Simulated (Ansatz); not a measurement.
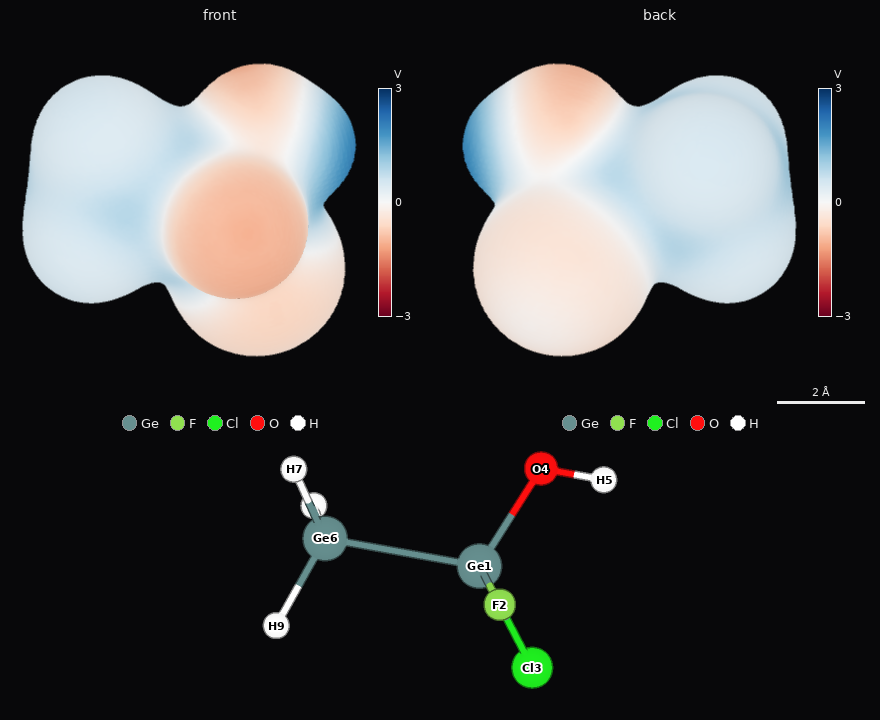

Figure 1: ClFGe₂H₄O. The molecular electrostatic potential painted on the density surface at 0.001 e/bohr³, seen from the front and from behind; the colour scale runs from red (negative) to blue (positive). The bare structure is drawn below in the same view.

These are results of RKS PBE/def2-SVP (Ansatz), not measurements.

```tsv
atom	x (Å)	y (Å)	z (Å)
Ge	-0.1994	-0.0782	-0.1429
F	0.2652	-0.1294	1.5556
Cl	1.6443	0.4532	-1.1826
O	-1.3862	1.2384	-0.3261
H	-0.9922	2.1065	-0.1101
Ge	-1.1445	-2.1939	-0.8800
H	-2.3984	-2.5042	-0.0312
H	-1.5091	-2.0545	-2.3754
H	-0.0646	-3.2811	-0.6818
```

Question: Describe the electrostatic potential map.

Answer: The most negative region (about −1.0 V) lies over F2 and O4, the most positive (about +2.0 V) over H5.
